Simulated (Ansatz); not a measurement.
Relaxed WSe2 (2H-MoS2 type, space group P6_3/mmc):

```
CELL_PARAMETERS angstrom
      3.27906     0.00000     0.00000
     -1.63953     2.83975     0.00000
      0.00000     0.00000    12.78607
ATOMIC_POSITIONS crystal
  W  0.33333 0.66667 0.25000
  W  0.66667 0.33333 0.75000
  Se 0.33333 0.66667 0.61827
  Se 0.66667 0.33333 0.11827
  Se 0.66667 0.33333 0.38173
  Se 0.33333 0.66667 0.88173
```

In this cell atom 5 (Se, nearest neighbour W at 2.534 Å; its periodic images, 3.3 Å or more away, move with it) is moved by u·(1.000, 0.000, 0.000) + v·(0.000, 0.000, 1.000); the rest is frozen.

The numbers are results of PBE-D3(BJ) (plane waves to 420 eV, PAW, scalar-relativistic; Ansatz, a program for electronic structure), not measurements. k mesh 9×9×2 (Γ-centred), Fermi-Dirac smearing 0.05 eV. The energy includes the smearing's −TS. Points where atoms come too close for the PAW data are left out (x in tables, blank in figures). As the smearing reaches across the gap at some points, energies and forces of such displacements shift with the k mesh and the smearing. Fu and Fv are the components of the force on the atom. Spin-orbit coupling is left out, though W is heavy. WSe2 is run without spin polarisation. WSe2 was relaxed with its symmetry unable to fall. The zero of ΔE is the undisplaced structure. Axes are in Å.

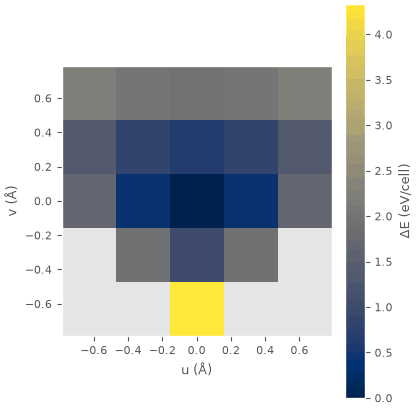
Figure: ΔE (eV/cell) over the 5×5 grid of computed points.

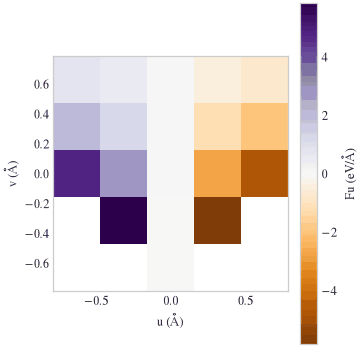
Figure. Fu (eV/Å) over the 5×5 grid of computed points.

Lowest place on the grid: u = 0.000 Å, v = 0.000 Å (0 meV/cell).

(For displaced atoms, the force is minus the slope of the energy, and its curvature is a force constant, which sets phonon frequencies.)
